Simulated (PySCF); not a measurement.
# singlet [SiHF2]+: levels of theory compared

We compute a comparison of 6 runs (B3LYP/STO-3G, M06-2X/STO-3G, PBE/STO-3G, PBE0/STO-3G, wB97X-V/STO-3G, NEVPT2(2,2)/STO-3G) of singlet [SiHF2]+. 

Program for the calculation: PySCF 2.14.0.

8 further runs of the same task are left out: 5 that didn't finish, 3 set aside as unsound or not needed.

## 1. The molecule

[SiHF2]+: 4 atoms, total charge +1, spin state singlet. As SMILES of the parent species, `F[SiH]F`. The coordinates come from a GFN2-xTB relaxation. That shape belongs to the parent species and isn't relaxed for this state.

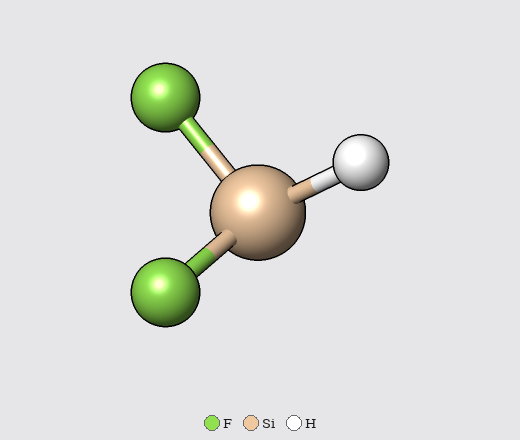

Viewed from a chosen angle; fluorine green, silicon light orange, hydrogen white.

## 2. The energy at B3LYP/STO-3G (run 1)

The input, input.py:

```python
from pyscf import gto, dft

mol = gto.M(
    atom='''
F    1.226950   0.652980  -0.410280
Si  -0.028060  -0.342890  -0.301090
F   -1.234200   0.716240  -0.252780
H    0.035310  -1.026330   0.964150
''',
    verbose=4,
    charge=1,
    max_memory=1860,
    basis='sto-3g',
)

mf = dft.RKS(mol)
mf.xc = 'b3lyp'
mf.conv_tol = 1e-10
mf.grids.level = 5
mf.kernel()
if not mf.converged:
    mf = mf.newton().run(mf.mo_coeff, mf.mo_occ)

e_final = mf.e_tot
print(f'total energy: {e_final:.8f} hartree')
```

Launch:

```bash
OMP_NUM_THREADS=1 python input.py
```

Output:

```text
PySCF version 2.14.0

[... 74 lines left out ...]
converged SCF energy = -483.249076138587
total energy: -483.24907614 hartree
```

Run time: 3.6 s. Hardware: 1 thread of Arm Neoverse V1, shared host; peak memory 0.2 GiB.

## 3. A single-point energy at M06-2X/STO-3G (run 2)

The input, run.py:

```python
from pyscf import gto, dft

mol = gto.M(
    atom=[
    ('F', (1.226950, 0.652980, -0.410280)),
    ('Si', (-0.028060, -0.342890, -0.301090)),
    ('F', (-1.234200, 0.716240, -0.252780)),
    ('H', (0.035310, -1.026330, 0.964150)),
],
    charge=1,
    verbose=3,
    spin=0,
    basis='sto-3g',
    max_memory=1860,
)

myscf = dft.RKS(mol, xc='m06-2x')
myscf.conv_tol = 1e-10
myscf.grids.level = 5
myscf.kernel()
if not myscf.converged:
    myscf = myscf.newton().run(myscf.mo_coeff, myscf.mo_occ)

e_final = myscf.e_tot
print('Final energy', e_final)
```

Launch:

```bash
OMP_NUM_THREADS=1 python run.py
```

Output:

```text
converged SCF energy = -483.263950402999
Final energy -483.26395040299883
```

It took 4.5 s on 1 thread of Arm Neoverse V1, shared host; peak memory 0.2 GiB.

Runs 3 to 5 aren't shown in full; the table further down has their settings and results.

## 4. A single-point energy at NEVPT2(2,2)/STO-3G (run 6)

The input, calc.py:

```python
import numpy
from pyscf import gto, scf, mp, mcscf, mrpt

mol = gto.M(
    atom='F 1.226950 0.652980 -0.410280; Si -0.028060 -0.342890 -0.301090; F -1.234200 0.716240 -0.252780; H 0.035310 -1.026330 0.964150',
    charge=1,
    spin=0,
    max_memory=1860,
    basis='sto-3g',
    verbose=3,
)

myscf = mol.RHF()
myscf.conv_tol = 1e-10
myscf.kernel()
if not myscf.converged:
    myscf = myscf.newton().run(myscf.mo_coeff, myscf.mo_occ)

pt = mp.MP2(scf.addons.convert_to_uhf(myscf)).run()
noons, natorbs = mcscf.addons.make_natural_orbitals(pt)
print('natural occupations', numpy.round(noons[:40], 4))
cas = mcscf.CASSCF(myscf, 2, 2)
cas.fix_spin_(ss=0.0)
cas.natorb = True
cas.kernel(natorbs)
e_pt2 = mrpt.NEVPT(cas).kernel()
e_tot = cas.e_tot + e_pt2
print('E = %.10f Eh' % e_tot)
```

Launch:

```bash
OMP_NUM_THREADS=1 python calc.py
```

Output:

```text
converged SCF energy = -481.999368948576
E(UMP2) = -482.102994081077  E_corr = -0.103625132501045
E(SCS-UMP2) = -482.106222735547  E_corr = -0.106853786971092
natural occupations [2.     2.     2.     1.9999 1.9998 1.9998 1.9998 1.9993 1.9993 1.9957
 1.9955 1.9917 1.985  1.9805 1.9693 1.9639 0.0575 0.0251 0.0242 0.0137]
CASSCF energy = -482.027662897051
CASCI E = -482.027662897051  E(CI) = -2.32783858767516  S^2 = 0.0000000
Sr    (-1)',   E = 0.00000000000341
Si    (+1)',   E = -0.00000000006220
Sijrs (0)  ,   E = -0.04225735851914
Sijr  (+1) ,   E = -0.01303796015312
Srsi  (-1) ,   E = -0.00187474782056
Srs   (-2) ,   E = -0.00008972556798
Sij   (+2) ,   E = -0.00176081476944
Sir   (0)' ,   E = -0.01659701681611
Nevpt2 Energy = -0.075617623705149
E = -482.1032805208 Eh
```

Wall time 1.6 s (1 thread of Arm Neoverse V1, shared host); peak memory 0.12 GiB.

## 5. The series

| run | level | nlc grid | integration grid | energy (Eh) | HOMO energy (eV) | LUMO energy (eV) | HOMO–LUMO gap (eV) | wall time |
| --- | --- | --- | --- | --- | --- | --- | --- | --- |
| 1 | B3LYP/STO-3G | – | 5 | -483.249076 | -14.82 | -9.81 | 5.01 | 3.6 s |
| 2 | M06-2X/STO-3G | – | 5 | -483.263950 | -17.04 | -8.72 | 8.32 | 4.5 s |
| 3 | PBE/STO-3G | – | 5 | -482.923882 | -13.06 | -10.31 | 2.75 | 3.3 s |
| 4 | PBE0/STO-3G | – | 5 | -482.981570 | -15.16 | -9.60 | 5.56 | 3.3 s |
| 5 | wB97X-V/STO-3G | 1 | 5 | -483.168264 | -17.47 | -7.19 | 10.27 | 19 s |
| 6 | NEVPT2(2,2)/STO-3G | – | – | -482.103281 | -19.79 | -6.09 | 13.70 | 1.6 s |

## 6. Results

```
                                    quantity          value
                         run 6: total energy  -482.10328 Eh
  run 6: HOMO energy (Hartree–Fock orbitals)      -19.79 eV
  run 6: LUMO energy (Hartree–Fock orbitals)       -6.09 eV
run 6: HOMO–LUMO gap (Hartree–Fock orbitals)       13.70 eV
```

In words: Over runs 1, 2, 3, 4, 5 the HOMO–LUMO gap runs from 2.75 eV (PBE/STO-3G) to 10.27 eV (wB97X-V/STO-3G). Totals of different functionals can't be ranked against each other. In runs 1, 2, 3, 4, 5, 6 the basis is minimal, so the values are rough. All runs together took 35 s, the longest 19 s.
